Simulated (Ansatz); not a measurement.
# Simulated XPS, UPS and emission spectra of KCdCO3F

Wanted: projected DOS of KCdCO3F, weighted into photoemission and X-ray emission spectra, at several levels of theory. Spin–orbit coupling is left out of the bands throughout.

Calculated with Ansatz 0.2.0; DFT, PBEsol, plane-wave PAW, default files, scalar-relativistic, in the first sound run; inputs show where later runs differ.

## 1. Set-up

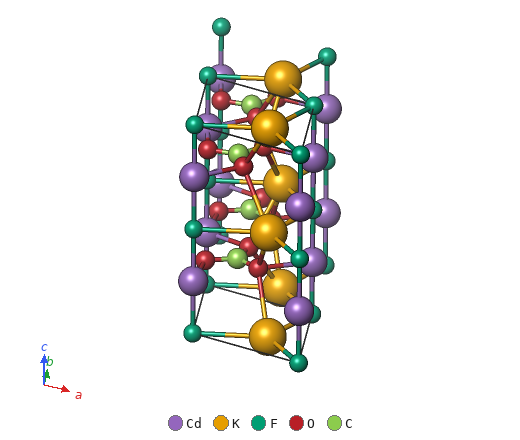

Start, viewed slightly off an axis; cadmium purple, potassium orange, fluorine teal, oxygen red, carbon green. 1×2×1 cells are drawn. Some periodic images of atoms are drawn too.

## 2. Self-consistent run, DOS and bands

First the ground state, then the DOS by atom and shell, which the cross sections turn into spectra. The DOS is taken on a denser mesh than the density.

Contents of input.yaml:

```yaml
crystal:
  lattice:
    - [5.1349, 0.0, 0.0]
    - [-2.56745, 4.4469538459, 0.0]
    - [0.0, 0.0, 8.846]
  atoms:
    - { symbol: Cd, position: [0.0, 0.0, 0.75] }
    - { symbol: Cd, position: [0.0, 0.0, 0.25] }
    - { symbol: K, position: [0.6666666667, 0.3333333333, 0.0] }
    - { symbol: K, position: [0.6666666667, 0.3333333333, 0.5] }
    - { symbol: F, position: [0.0, 0.0, 0.0] }
    - { symbol: F, position: [0.0, 0.0, 0.5] }
    - { symbol: O, position: [0.5391000001, 0.9453, 0.75] }
    - { symbol: O, position: [0.4062, 0.4608999999, 0.75] }
    - { symbol: O, position: [0.0547, 0.5938, 0.75] }
    - { symbol: O, position: [0.0547, 0.4608999999, 0.25] }
    - { symbol: O, position: [0.5391000001, 0.5938, 0.25] }
    - { symbol: O, position: [0.4062, 0.9453, 0.25] }
    - { symbol: C, position: [0.3333333333, 0.6666666667, 0.75] }
    - { symbol: C, position: [0.3333333333, 0.6666666667, 0.25] }
kpoints:
  mp_grid: { grid: [6, 6, 4] }
  band_path:
    path:
      - [[0.0, 0.0, 0.0], [0.5, 0.0, 0.0], [0.333333, 0.333333, 0.0], [0.0, 0.0, 0.0], [0.0, 0.0, 0.5], [0.5, 0.0, 0.5], [0.333333, 0.333333, 0.5], [0.0, 0.0, 0.5]]
      - [[0.5, 0.0, 0.5], [0.5, 0.0, 0.0]]
      - [[0.333333, 0.333333, 0.5], [0.333333, 0.333333, 0.0]]
    npoints: 6
scf:
  occupations: { method: fermi_dirac, width: 0.02 }
  n_extra_bands: 32
hamiltonian:
  xc: pbesol
  pseudopotentials: { kind: paw }
output:
  forces: true
  stress: true
  dos:
    projected: true
    de: 0.05
    e_range: [-30, 12]
    nscf_kmesh: { grid: [12, 12, 6] }
  fatbands: true
  write_density: true
  write_potential: true
  elf: true
  volumetric_format: npy
```

Run with:

```
$ ansatz run input.yaml --threads 2 --pin off --max-ram 6144MiB --backend cpu --events-out ev --progress --plain --runs-dir out
```

Numbers of over 12 decimals in the logs are rounded to 6 here.

The program printed:

```text
scf.n_extra_bands = 32 over 58 filled bands (N_el = 116.0): the run solves 90 bands
Engine: ansatz 0.2.0, aarch64-unknown-linux-gnu
Pseudopotentials: kind: paw
Pseudopotential: Cd, paw, valence charge 20, recommended cutoff 420 eV (normal), Cd.paw.azcp
Pseudopotential: K, paw, valence charge 9, recommended cutoff 420 eV (normal), K.paw.azcp
Pseudopotential: F, paw, valence charge 7, recommended cutoff 420 eV (normal), F.paw.azcp
Pseudopotential: O, paw, valence charge 6, recommended cutoff 420 eV (normal), O.paw.azcp
Pseudopotential: C, paw, valence charge 4, recommended cutoff 420 eV (normal), C.paw.azcp
Functional definition: PBEsol
  exchange = pbesol_x
  correlation = pbesol_c
Crystal: 14 atoms, lattice volume = 201.995 Å³
Basis set: ecut = 420 eV, 3911 PW (Γ), exchange–correlation on 72×72×120 points (8 copies of the dense FFT grid, shifted against one another)
Bands: 90, of which v1, the nominal top of the filled ones, is band 58 counted from 1 (57 counted from 0)
Symmetry: 12 space group operations
Space group: P-6c2 (ITA 188), of the structure as read, at distance tolerance 5.9e-5 Å
k-points: 21 of 144 (time reversal used)
Non-local potential: Cd, projectors of the file, l = 0: 3, l = 1: 2, l = 2: 2, l = 3: 1
Non-local potential: K, projectors of the file, l = 0: 3, l = 1: 2, l = 2: 2
Non-local potential: F, projectors of the file, l = 0: 2, l = 1: 2, l = 2: 1
Non-local potential: O, projectors of the file, l = 0: 2, l = 1: 2, l = 2: 1
Non-local potential: C, projectors of the file, l = 0: 2, l = 1: 2, l = 2: 1
PAW form: soft (Blöchl's): semilocal exchange-correlation on the pseudo side does not see the compensation charge
PAW frozen core: Cd, regenerated for the run's functional, and the local potential with it (the file was generated under x = pbe(κ = 0.804, μ = 0.219515), c = pbe(β = 0.066725))
PAW frozen core: K, regenerated for the run's functional, and the local potential with it (the file was generated under x = pbe(κ = 0.804, μ = 0.219515), c = pbe(β = 0.066725))
PAW frozen core: F, regenerated for the run's functional, and the local potential with it (the file was generated under x = pbe(κ = 0.804, μ = 0.219515), c = pbe(β = 0.066725))
PAW frozen core: O, regenerated for the run's functional, and the local potential with it (the file was generated under x = pbe(κ = 0.804, μ = 0.219515), c = pbe(β = 0.066725))
PAW frozen core: C, regenerated for the run's functional, and the local potential with it (the file was generated under x = pbe(κ = 0.804, μ = 0.219515), c = pbe(β = 0.066725))
PAW one-centre angular grid: Cd, 590 points (default); XC on 64 Gauss nodes
PAW one-centre angular grid: K, 110 points (default); XC on 64 Gauss nodes
PAW one-centre angular grid: F, 110 points (default); XC on 64 Gauss nodes
PAW one-centre angular grid: O, 110 points (default); XC on 64 Gauss nodes
PAW one-centre angular grid: C, 110 points (default); XC on 64 Gauss nodes
Initial density: superposition of atomic densities (neutral atoms: chi_scale 0, normalization atom), corrected by the library's trained network
Initial wavefunctions: pseudopotential atomic-orbital guess
Functional: x = pbesol(κ = 0.804, μ = 0.123457), c = pbesol(β = 0.046)
SCF iter   1: F=—  HF=-24863.925582 eV  |F-HF|=—  |Δ(HF+E_count)|=         —  Δρ=1.21e-2  dr2=2.11e-1  ethr=1.77e-3  ⟨swp⟩=6.0  Hψ=7968  notcnv=0  defer=199
preconditioner: auto → Resta (q_TF=auto, 2.487 Å⁻¹)  ε∞=2.9  [insulator: Δε(μ)=2.971 eV  Ē_g=18.880 eV  σ=0.020 eV  W_gap=1.00  n_scr=42 (ndim 8)  ℏωp=26.1 eV  f_vac=0.143  D(μ)=0.00/eV (n_scr^D=0)  ε∞_Penn≈2.9]
SCF iter   2: F=—  HF=-24863.871514 eV  |F-HF|=—  |Δ(HF+E_count)|=   5.41e-2  Δρ=2.86e-3  dr2=9.49e-3  ethr=1.82e-4  ⟨swp⟩=2.0  Hψ=3262  notcnv=0  defer=560
SCF iter   3: F=—  HF=-24863.870200 eV  |F-HF|=—  |Δ(HF+E_count)|=   1.31e-3  Δρ=1.01e-3  dr2=1.85e-3  ethr=8.19e-6  ⟨swp⟩=2.0  Hψ=2450  notcnv=0  defer=560
SCF iter   4: F=—  HF=-24863.870530 eV  |F-HF|=—  |Δ(HF+E_count)|=   3.30e-4  Δρ=6.10e-4  dr2=5.34e-4  ethr=1.60e-6  ⟨swp⟩=2.0  Hψ=2211  notcnv=0  defer=560
SCF iter   5: F=—  HF=-24863.870565 eV  |F-HF|=—  |Δ(HF+E_count)|=   3.44e-5  Δρ=1.39e-4  dr2=4.23e-5  ethr=4.60e-7  ⟨swp⟩=2.2  Hψ=2326  notcnv=0  defer=560
SCF iter   6: F=—  HF=-24863.870013 eV  |F-HF|=—  |Δ(HF+E_count)|=   5.52e-4  Δρ=3.65e-5  dr2=4.65e-6  ethr=3.65e-8  ⟨swp⟩=2.2  Hψ=2209  notcnv=0  defer=560
SCF iter   7: F=—  HF=-24863.870018 eV  |F-HF|=—  |Δ(HF+E_count)|=   4.99e-6  Δρ=1.47e-5  dr2=6.32e-7  ethr=4.01e-9  ⟨swp⟩=2.0  Hψ=2073  notcnv=0  defer=560
SCF iter   8: F=-24863.870019 eV  HF=-24863.870019 eV  |F-HF|=5.79e-8  |Δ(HF+E_count)|=   9.15e-7  Δρ=3.92e-6  dr2=4.02e-8  ethr=8.62e-11  ⟨swp⟩=17.3  Hψ=15517  notcnv=0
SCF 1 converged in 8 iterations: F = -24863.870019 eV  dr2 = 4.02e-8
  greatest PAW one-centre occupation: 1.000 electrons in one spin orbital (limit 2), on the Cd atom at site 1 (counted from 0), in its partial waves of l = 0
NSCF: frozen V_eff on 57 k-points
NSCF: frozen V_eff on 76 k-points
SCF converged after 8 iterations
Free energy (F): -24863.870019 eV
Harris-Foulkes:  -24863.870019 eV  (|F-HF|=5.79e-8)
Internal energy: -24863.870019 eV  (E = F + TS)
E sigma→0 (E₀):  -24863.870019 eV
Fermi energy:    6.240781 eV
--- Per-component energies (eV) ---
  E_band       = -1429.072043
  E_kinetic    = 3163.509467
  E_local      = -13374.689244  (includes V_loc(G=0)·N_el)
  E_nonlocal   = 599.203417
  E_hartree    = 5668.124003
  E_xc         = -1303.153489
  E_vxc        = -1645.572802  (∫ρ·V_xc dr)
  E_paw        = -11050.391193  (= ΣΔE_a)
  E_vpaw       = -1507.773128  (= ΣTr[D̂ρ^β])
  E_aug_tail   = 0.018735  (compensation charges beyond the density's cutoff)
  E_ewald      = -8567.730219
  E_core_change = 1.238503  (= ΣΔE_core)
  E_smearing   = -0.000000  (= −TS)
  E_closure    = 0.000000  (closes the sum)
  Σ components = -24863.870019   (vs F -24863.870019, Δ=0.00e0)
--- Forces (eV/Å), atoms counted from 1 ---
  atom   1  Cd    -0.00000000    -0.00000000    -0.00000000
  atom   2  Cd     0.00000000    -0.00000000    -0.00000000
  atom   3  K     -0.00000000     0.00000000     0.00000000
  atom   4  K      0.00000000     0.00000000     0.00000000
  atom   5  F     -0.00000000    -0.00000000    -0.00000000
  atom   6  F     -0.00000000    -0.00000000    -0.00000000
  atom   7  O      0.11577468     0.35962063     0.00000000
  atom   8  O      0.25355326    -0.28007413    -0.00000000
  atom   9  O     -0.36932794    -0.07954650     0.00000000
  atom  10  O     -0.25355326    -0.28007413    -0.00000000
  atom  11  O      0.36932794    -0.07954650     0.00000000
  atom  12  O     -0.11577468     0.35962063     0.00000000
  atom  13  C      0.00000000    -0.00000000    -0.00000000
  atom  14  C     -0.00000000    -0.00000000    -0.00000000
  max |Σ_I F_I| component: 2.91e-16 eV/Å
--- Stress (GPa, compression-positive) ---
        1.022711       0.000000      -0.000000
        0.000000       1.022711       0.000000
       -0.000000       0.000000       0.615936
  P = ⅓ Tr σ = 0.8871 GPa (8.871 kbar)
--- Band table (eV; the first three rows and the last of 21) ---
  k-point 0: bands = [... 54 lower, 3.3603, 3.3603, 3.9065, 4.6524, 7.7643, 9.9093, 9.9237, 10.6392, ... 28 higher]
  k-point 1: bands = [... 54 lower, 3.3552, 3.3552, 4.0242, 4.5551, 7.9438, 9.2192, 10.2535, 10.5791, ... 28 higher]
  k-point 2: bands = [... 54 lower, 3.3404, 3.3404, 4.3009, 4.3009, 8.4638, 8.4638, 10.4360, 10.4360, ... 28 higher]
  k-point 20: bands = [... 54 lower, 3.3994, 3.3994, 4.5438, 4.5438, 10.2433, 10.2433, 10.6981, 10.6981, ... 28 higher]
```

Run time: 2.5 min. Hardware: 2 threads of Arm Neoverse V2, shared host; peak memory 1.1 GiB.

Reading the cycles: dr2 is the Hartree energy of the density residual (eV), the measure of convergence; HF is the Harris–Foulkes estimate of the energy, which meets the free energy F at convergence.

This step gave:

```yaml
free_energy: -24863.8700 eV
fermi_energy: 6.241 eV
symmetry_operations: 12
pressure: 0.8871 GPa
gap_on_the_k_mesh: 3.109 eV
zero_of_energy: valence-band maximum
share_of_occupied_states_in_no_projected_shell: 0.0072 of the occupied states in the window
gap_on_the_path: 3.109 eV
least_direct_gap_on_the_path: 3.112 eV
valence_top_on_path: 0 eV
```

Electronic bands along the path, in eV, zero at the valence-band maximum; v1 is the highest filled band, c1 the lowest empty one:

```
    point     v4     v3     v2     v1    c1    c2    c3    c4
        Γ  -1.29  -1.29  -0.75   0.00  3.11  5.25  5.27  5.98
        M  -1.25  -0.79  -0.04  -0.02  4.86  6.04  6.07  6.29
        K  -1.26  -0.74  -0.13  -0.10  5.12  6.01  6.21  6.38
        Γ  -1.29  -1.29  -0.75   0.00  3.11  5.25  5.27  5.98
        A  -1.31  -1.31  -0.35  -0.35  3.81  3.81  5.78  5.78
        L  -1.27  -1.27  -0.04  -0.04  5.35  5.35  6.02  6.02
        H  -1.26  -1.26  -0.11  -0.11  5.59  5.59  6.04  6.04
        A  -1.31  -1.31  -0.35  -0.35  3.81  3.81  5.78  5.78
jump to L  -1.27  -1.27  -0.04  -0.04  5.35  5.35  6.02  6.02
        M  -1.25  -0.79  -0.04  -0.02  4.86  6.04  6.07  6.29
jump to H  -1.26  -1.26  -0.11  -0.11  5.59  5.59  6.04  6.04
        K  -1.26  -0.74  -0.13  -0.10  5.12  6.01  6.21  6.38
```

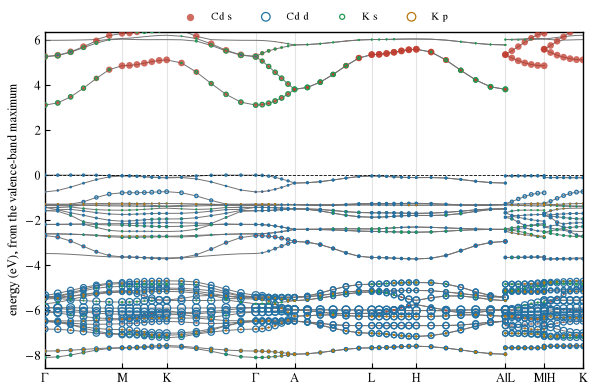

Electronic bands along the path; dots are coloured as in the legend, and their area grows with the weight.

The DOS has structure finer than the step of the table below, so its rows give means over 2.5 eV, whole bins alone (the curve runs from -28.4 to 13.5 eV). Peaks (eV: height): total -27.48: 40, -21.68: 35.1, -18.48: 49.7, -11.08: 101; O 2p -5.18: 9.80, -1.58: 13.8, -1.38: 31.0, -0.08: 21.2; Cd 4d -6.58: 8.46, -6.08: 20.6, -5.18: 9.27, -4.88: 6.23; K 3p -11.08: 98.8; F 2p -3.68: 5.41, -2.28: 14.4.

* holds the states left over by the projection beside any projected weight of its own, shared among the starred shells. Table of DOS by E, zero at the valence-band maximum; means over each step; 7 of 14 lines; values in states/eV/cell:

```
E (eV)    total     O 2p    Cd 4d     K 3p     F 2p     C 2p     O 2s
 -25.0        0        0        0        0        0        0        0
 -22.5     1.60    0.181  0.00318   5.7e-4   4.6e-5   6.6e-5    0.871
 -20.0     1.60  0.00119   0.0130   9.3e-4   5.1e-5   7.0e-4  0.00521
 -17.5     3.20   0.0899   0.0124  0.00308   9.4e-5    0.901     2.15
 -15.0        0        0        0        0        0        0        0
 -12.5  0.00988   5.0e-4        0  0.00913        0        0   5.8e-5
 -10.0     4.79   0.0724  0.00405     4.68  0.00947  0.00608  0.00323
  -7.5     5.98     2.01     2.59        0    0.214    0.280    0.536
  -5.0     8.49     2.12     4.73        0    0.276    0.792    0.372
  -2.5     10.1     5.24    0.474        0     3.87   0.0353   0.0961
   0.0     2.60     2.12    0.170        0    0.250  0.00130  0.00321
   2.5   0.0888  0.00931   6.6e-5        0  0.00106   2.6e-4   0.0122
   5.0     3.05    0.797  0.00332        0   0.0745    0.791   0.0885
   7.5     3.26    0.121  0.00164        0   0.0444   0.0752   0.0578
  10.0     8.70    0.196  0.00245        0   0.0291    0.212    0.105
```

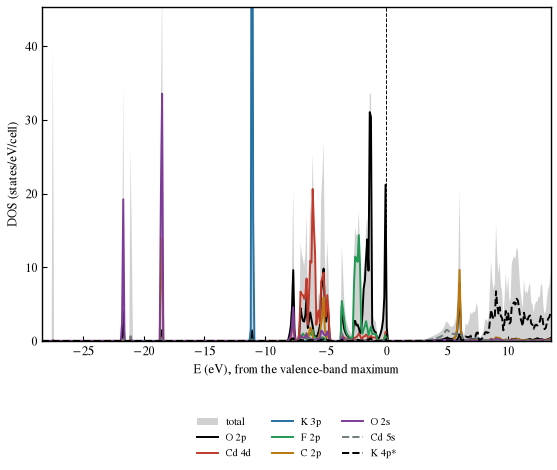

DOS against E. The peaks of deep states run off the scale.

Sums over each group's atoms; a table of it gives point samples, which can step over narrow peaks. Table of DOS of the group by E, zero at the valence-band maximum; 7 of 11 lines; values in states/eV:

```csv
E (eV),O7: O 2p,Cd1: Cd 4d,K3: K 3p,F5: F 2p,C13: C 2p,O7: O 2s,Cd1: Cd 5s
-10,0,0,0,0,0,0,0
-5,4.94,5.60,0,0.172,1.77,0.948,0.0742
0,5.56,0.337,0,0.266,0.00142,0.00838,0.0249
5,0.367,0.00388,0,0.0708,0.0468,0.121,1.39
10,0.112,6.7e-4,0,0.0232,0.142,0.0686,0.0432
```

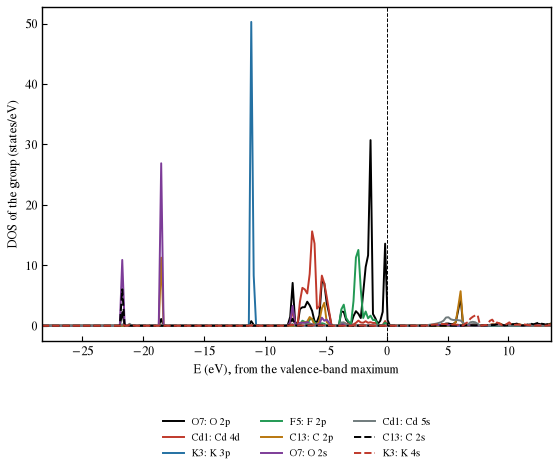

DOS of the group, plotted against E.

This run's widths, added to any smearing of the DOS itself: Gaussian 0.6 eV, Lorentzian 0.05 eV plus 0.03 an eV of depth. Intensity against binding energy, zero at the valence-band maximum; values in % of the maximum within 13 eV:

| binding energy (eV) | 21.2 eV | 40.8 eV | 1486.7 eV | 8047.8 eV |
| --- | --- | --- | --- | --- |
| 0 | 32.2 | 32.1 | 3.92 | 4.04 |
| 5 | 46.9 | 71.0 | 53.7 | 57.2 |
| 10 | 0.451 | 1.35 | 3.29 | 3.17 |
| 15 | - | 0.381 | 0.635 | 1.26 |
| 20 | - | 2.08 | 5.15 | 13.0 |
| 25 | - | 0.238 | 1.41 | 6.25 |

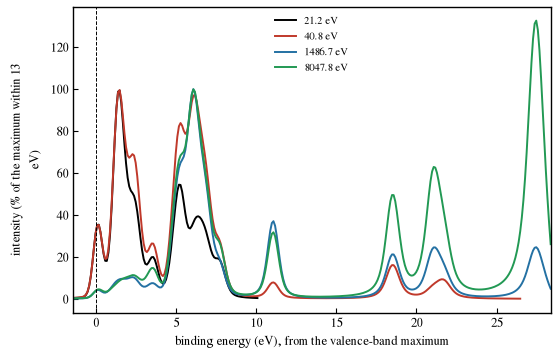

Intensity, plotted against binding energy.

Maxima picked by a test of local sharpness, so broad peaks and shoulders can be missing; peaks within 0.45 eV of a curve's cut are left out. Valence peaks, by row:

```csv
photon energy (eV),binding energy (eV),height (% of the maximum within 13 eV),main shell,its share (%)
21.2,6.352,39.41,O 2p,49.32
21.2,5.202,54.8,O 2p,56.05
21.2,3.552,20.12,O 2p,53.29
21.2,1.452,100,O 2p,92.19
21.2,0.1519,35.83,O 2p,95.82
40.8,21.6,9.405,O 2s,33.93
40.8,18.5,16.25,O 2s,52.71
40.8,11.05,7.921,K 3p,75.58
40.8,6.152,97.39,Cd 4d,76.23
40.8,5.252,83.79,Cd 4d,54.7
40.8,3.502,26.6,F 2p,46.01
40.8,2.302,69.08,F 2p,67.39
40.8,1.452,100,O 2p,84.68
40.8,0.1519,35.68,O 2p,88.39
1487,27.45,24.71,K 3s,99.2
1487,21.1,24.67,F 2s,80.45
1487,18.5,21.37,O 2s,94.89
1487,11.05,37.21,K 3p,98.05
1487,6.102,100,Cd 4d,97.1
1487,3.502,7.567,Cd 4d,64.01
1487,2.252,10.4,Cd 4d,62.98
1487,0.1519,4.333,Cd 4d,73.49
8048,27.45,132.9,K 3s,99.64
8048,21.1,63.1,F 2s,80.9
8048,18.5,49.87,O 2s,94.65
8048,11.05,31.89,K 3p,95.66
8048,6.102,100,Cd 4d,91.8
8048,3.552,14.85,Cd 5s,49.13
8048,2.302,11.39,Cd 4d,53.6
8048,0.1519,4.635,Cd 4d,64.95
```

The intensity has structure finer than the step of the table below, so its rows give means over 2.5 eV, whole bins alone (the curve runs from -28.4 to 1.42 eV). Peaks (eV: height): F K -2.38: 99.8; F K, E along x -2.38: 145; F K, E along y -2.38: 145; F K, E along z -6.78: 16.4, -3.58: 76.2, -1.18: 28.5; O K -5.18: 29.3, -1.38: 98.1, -0.08: 43.4.

Shapes are the site's partial DOS without matrix elements, which overweights lines from ligand s bands. Intensity against emission energy less the core level's binding energy, zero at the valence-band maximum; means over each step; 7 of 12 lines; values in % of the unpolarised maximum:

```csv
emission energy less the core level's binding energy (eV),F K,"F K, E along x","F K, E along y","F K, E along z",O K,"O K, E along x","O K, E along y"
-25.0,0.0142,0.0135,0.0135,0.0155,0.0585,0.0796,0.0796
-22.5,0.0183,0.0171,0.0171,0.0207,0.796,1.18,1.18
-20.0,0.0243,0.0223,0.0223,0.0282,0.395,0.579,0.579
-17.5,0.0336,0.0306,0.0306,0.0396,0.402,0.585,0.585
-15.0,0.0500,0.0448,0.0448,0.0604,0.0948,0.115,0.115
-12.5,0.115,0.116,0.116,0.112,0.260,0.291,0.291
-10.0,0.252,0.234,0.234,0.289,0.742,0.875,0.875
-7.5,2.79,0.863,0.863,6.63,11.1,15.3,15.3
-5.0,5.46,2.31,2.31,11.8,13.3,13.2,13.2
-2.5,42.2,50.4,50.4,25.9,27.1,21.6,21.6
0.0,4.31,2.35,2.35,8.22,15.8,15.3,15.3
```

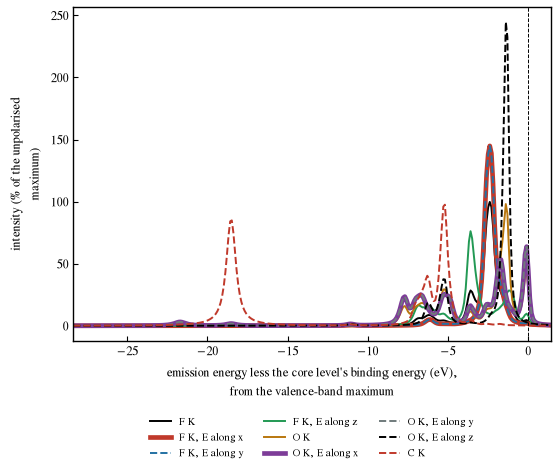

Intensity, plotted against emission energy less the core level's binding energy.

Shapes are the site's partial DOS without matrix elements, which overweights lines from ligand s bands. Emission peaks, by row, the first 40 of 46 rows:

```csv
line,energy (eV),height (%)
F K,-6.152,8.695
F K,-3.552,28.6
F K,-2.352,100
"F K, E along x",-2.352,145.3
"F K, E along y",-2.352,145.3
"F K, E along z",-6.802,16.56
"F K, E along z",-6.252,16.28
"F K, E along z",-5.302,9.864
"F K, E along z",-3.552,76.27
"F K, E along z",-1.152,28.55
"F K, E along z",-0.1019,9.805
O K,-7.702,16.09
O K,-6.602,18.44
O K,-5.202,29.77
O K,-3.602,11.82
O K,-1.352,100
O K,-0.1019,44.66
"O K, E along x",-7.702,23.79
"O K, E along x",-6.652,25.11
"O K, E along x",-5.202,25.5
"O K, E along x",-3.602,16.39
"O K, E along x",-2.502,17.57
"O K, E along x",-1.702,54.22
"O K, E along x",-0.1019,65.53
"O K, E along y",-7.702,23.79
"O K, E along y",-6.652,25.11
"O K, E along y",-5.202,25.5
"O K, E along y",-3.602,16.39
"O K, E along y",-2.502,17.57
"O K, E along y",-1.702,54.22
"O K, E along y",-0.1019,65.53
"O K, E along z",-6.202,18.87
"O K, E along z",-5.252,38.33
"O K, E along z",-1.352,254.2
C K,-18.5,86.18
C K,-6.252,40.49
C K,-5.202,100
C K,-3.602,5.457
"C K, E along x",-18.5,129.2
"C K, E along x",-6.652,30.89
```

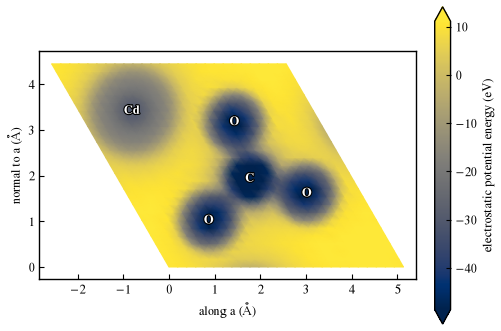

Electrostatic potential energy in the ab plane at fractional z = 0.250, with atoms of Cd and O and C within 0.2 Å of it. With pseudopotentials it is smooth inside the atoms' cores, unlike the true potential. The map starts off the cell's origin, so that atoms lie inside it.

(Part 1 of 2 ends here.)

[Logs are printed without paths, hosts, clocks, repeated set-up lines and the standing remarks that a program may print on its own settings, such as how far it seeks lower states.]

[Hosts, paths, dates, database ids (printed as entryN), source tags and the programs' standing remarks are cut or masked in the printed files.]

[Maps of the electrostatic potential energy from Ansatz leave out the sawtooth potential of an applied field or a dipole correction, so their vacuum need not be flat; work functions include it.]

[Peak lists hold at most the 14 tallest peaks of each spectrum; further lines can be left out.]
